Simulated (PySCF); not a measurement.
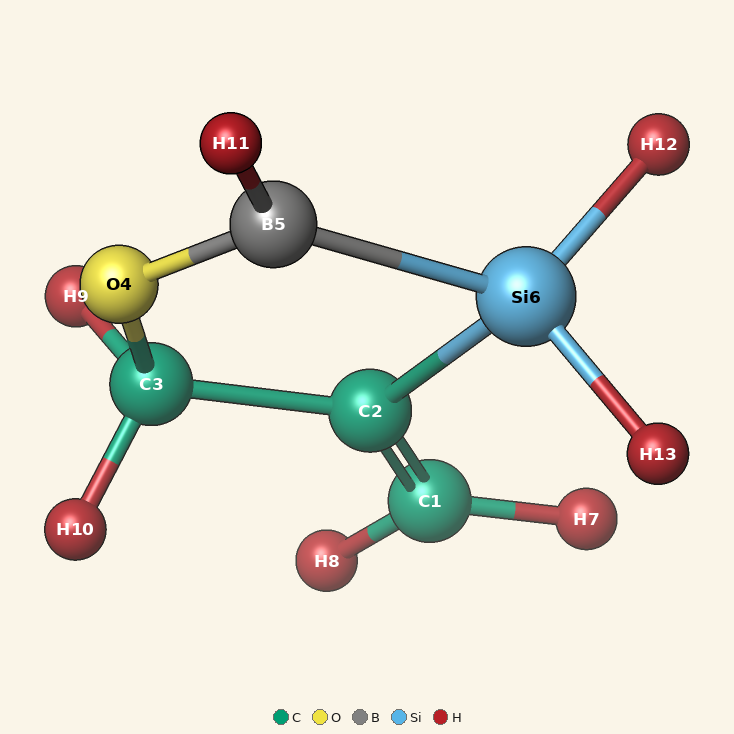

Depth is shown by fading: the farther an atom, the more it takes the colour of the background. Computed geometry: GFN2-xTB optimisation. No frequency run is at hand to confirm it as a minimum.

> How is the 5-membered ring C2–C3–O4–B5–Si6 puckered?

It is planar. The Cremer–Pople amplitude Q is 0.00 Å.

> Give the torsion angles round the ring, beginning with the bond from its second to its third atom.

0°, 0°, 0°, 0°, 0°.
